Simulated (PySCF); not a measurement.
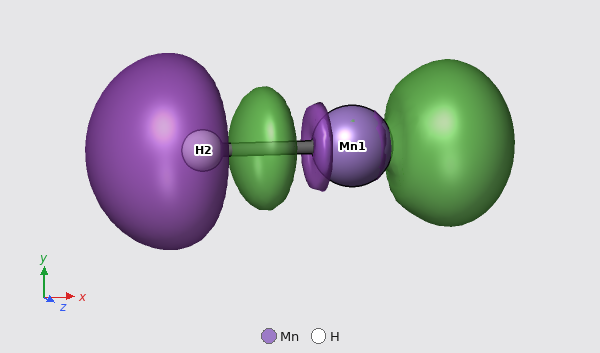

Figure. HMn, multiplicity 7. Change of the electron density in a uniform field of 0.26 V/Å, surfaces at ±0.002 e/Å³ (purple: gain, green: loss).

Level of theory: PBE0/def2-SVP (PySCF), at a geometry from GFN2-xTB. This is a single-reference result, which may miss multireference character in this system. No frequency check shows the geometry to be a minimum. A basis without diffuse functions makes polarisabilities too small. The stability of the open-shell solution wasn't checked. GFN2-xTB bond lengths at metals and heavier atoms can be off by up to 0.1 Å and shapes distorted, which carries into these values. GFN2-xTB doesn't know the spin state, so this open-shell geometry is rough.

Coordinates in Å:

```
Mn1      0.0625    0.0000    0.0000
H2      -1.5617    0.0000    0.0000
```

The field was applied in both directions; the picture shows the one opposite to the script's first.

Along which Cartesian direction does the field point?

Answer. Along +x: electrons gather on the −x side, against the field.

What dipole is induced, and what polarisability does it imply?

Answer. The induced dipole is 0.36 D (along the field); α along this axis, from the fields in both directions, is 28 bohr³ (4.2 Å³).

Cost of the run: 4.2 s on 1 thread of Arm Neoverse V2 (shared host), peak memory 0.17 GiB.
